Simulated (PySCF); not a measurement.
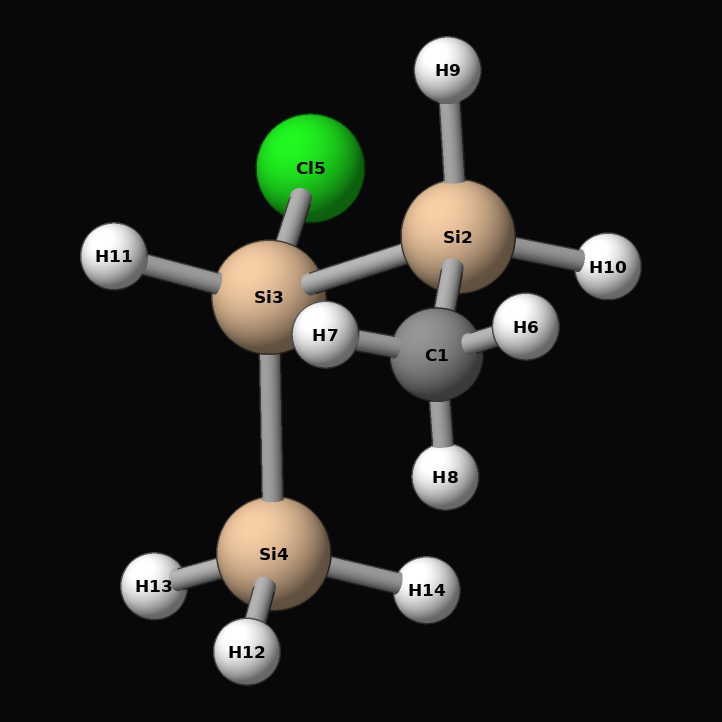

Computed geometry: PBE0-D3(BJ)/def2-SVP optimisation. No frequency run is at hand to confirm it as a minimum. Method: GIAO PBE0/6-311+G(2d,p) NMR shielding, non-relativistic, gas phase (PySCF 2.14.0). Principal shieldings σ11 ≤ σ22 ≤ σ33, span Ω = σ33 − σ11, skew κ = 3(σiso − σ22)/Ω.

> Which Si atom has the most anisotropic shielding?

Si3, with a span of 156 ppm.

Give the shielding tensors of the Si atoms.

| atom | σ11 | σ22 | σ33 | σiso | Ω | κ |
| --- | --- | --- | --- | --- | --- | --- |
| Si2 | 379.1 | 388.4 | 452.8 | 406.8 | 73.7 | 0.75 |
| Si3 | 294.3 | 334.0 | 450.5 | 359.6 | 156.1 | 0.49 |
| Si4 | 437.0 | 444.3 | 456.1 | 445.8 | 19.2 | 0.24 |

Shieldings and span in ppm.
